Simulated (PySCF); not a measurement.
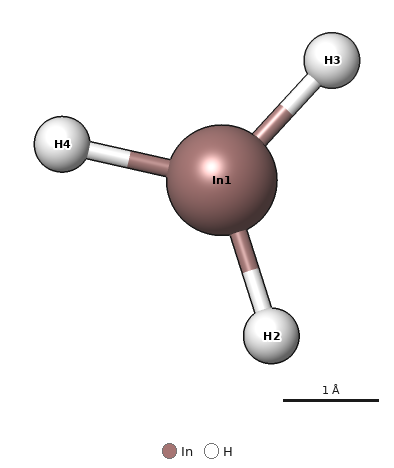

Figure 1. The structure as given in the input (ball-and-stick view, seen on its broad side; atoms are numbered from 1 in the order of the input). Sticks mark near contacts.

**Single-point calculation of InH₃**

- system: InH₃
- method: RKS-based PBE, In def2-TZVP with ECP28, H def2-TZVP; non-relativistic Hamiltonian with a scalar-relativistic core potential; density fitting (PySCF 2.14.0)

The geometry comes from this level: PBE0.

What the program printed:
```
init E= -191.879473658774
  HOMO = -0.255363446933426  LUMO = -0.0970215801466034  gap/eV = 4.30870
cycle= 1 E= -191.880971073268  delta_E= -0.0015  |g|= 0.0364  |ddm|= 0.363
  HOMO = -0.258819785397723  LUMO = -0.0983664355403411  gap/eV = 4.36616
cycle= 2 E= -191.880937507988  delta_E= 3.36e-05  |g|= 0.039  |ddm|= 0.0968
  HOMO = -0.257153982995791  LUMO = -0.0969402155877335  gap/eV = 4.35964
cycle= 3 E= -191.881159285382  delta_E= -0.000222  |g|= 0.00271  |ddm|= 0.0578
  HOMO = -0.257077746448194  LUMO = -0.0972260566210768  gap/eV = 4.34979
cycle= 4 E= -191.881161995291  delta_E= -2.71e-06  |g|= 0.000157  |ddm|= 0.00746
  HOMO = -0.257101322985936  LUMO = -0.0972269942343855  gap/eV = 4.35040
cycle= 5 E= -191.881162005269  delta_E= -9.98e-09  |g|= 9.75e-06  |ddm|= 0.000359
  HOMO = -0.257096984291719  LUMO = -0.0972228282845258  gap/eV = 4.35040
```

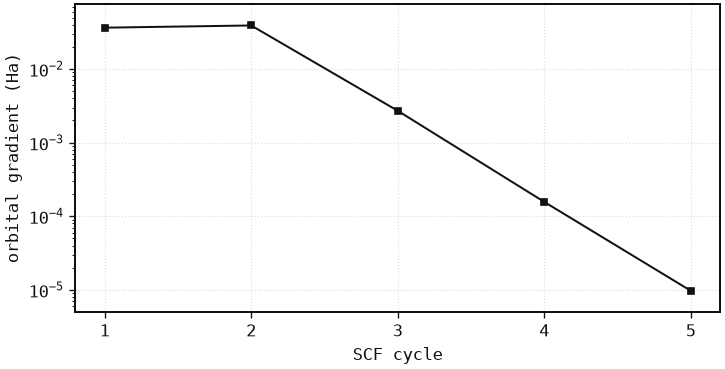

Figure 2. Convergence of the self-consistent field: orbital gradient against the SCF cycle. The residual falls almost steadily, with no more than small rises.

```
Extra cycle  E= -191.881162005274  delta_E= -4.83e-12  |g|= 1.26e-05  |ddm|= 5.4e-05
converged SCF energy = -191.881162005274
```

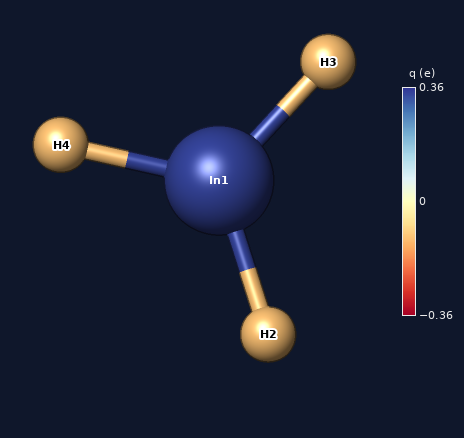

Figure 3. Mulliken charges, as the colour of each atom (ball-and-stick view, seen on its broad side; atoms are numbered from 1 in the order of the input). By element: In +0.34 and H −0.11 e.

This output came from the following input.

Input:
```python
from pyscf import gto, scf, dft
mol = gto.M(atom='''
In    -0.000000     0.000000    -0.000000
H      1.724424    -0.000008     0.000000
H     -0.862205     1.493399    -0.000000
H     -0.862219    -1.493392     0.000000''',
    basis={'In': 'def2-TZVP', 'H': 'def2-TZVP'},
    ecp={'In': 'def2-TZVP'},
    charge=0, spin=0)
mf = dft.RKS(mol, xc='PBE')
mf.grids.atom_grid = (75, 302)
aux = {'In': 'def2-universal-JKFIT', 'H': 'def2-universal-JKFIT'}
mf = mf.density_fit(auxbasis=aux)
mf.conv_tol = 1e-09
mf.diis_space = 10
mf.max_cycle = 60
mf.verbose = 4
mf.kernel()
```

The script is an equivalent of the set-up of the self-consistent field. The run itself was carried out by a driver, which started from the orbitals of the step before it where there was one and computed the further properties.

Launch command:
```bash
OMP_NUM_THREADS=4 python axn.py task.json out
```

Key numbers:

```json
{"quantity": "outcome", "value": "converged"}
{"quantity": "total energy", "value": "−191.881162 hartree"}
{"quantity": "HOMO", "value": "−7.00 eV"}
{"quantity": "LUMO", "value": "−2.65 eV"}
{"quantity": "dipole moment", "value": "0.00 D"}
{"quantity": "hardware", "value": "4 threads of Arm Neoverse V2, 112 GiB of memory available, shared host"}
{"quantity": "wall time", "value": "15 s (CPU time 47 s)"}
{"quantity": "peak memory", "value": "0.74 GiB"}
```
